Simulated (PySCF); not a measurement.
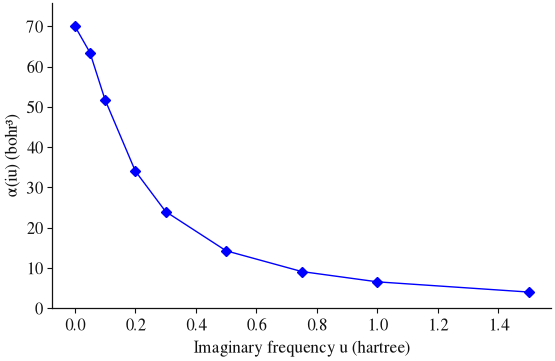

Dipole polarisability at imaginary frequency of neutral mercury ([Xe] 4f¹⁴ 5d⁹ 6s² 6p). Coupled response at the PBE0 level; PySCF, aug-cc-pVTZ-PP with a 60-electron core potential, unrestricted single determinants, no spin-orbit coupling.

Give the static polarisability, its fall-off and C₆.

Answer. The static dipole polarisability is 70.1 bohr³; α(iu) falls to half of it near u = 0.19 hartree. The Casimir–Polder integral gives C₆ = 766 hartree bohr⁶ for two such species.

Caveat: determinant is not a pure L term.
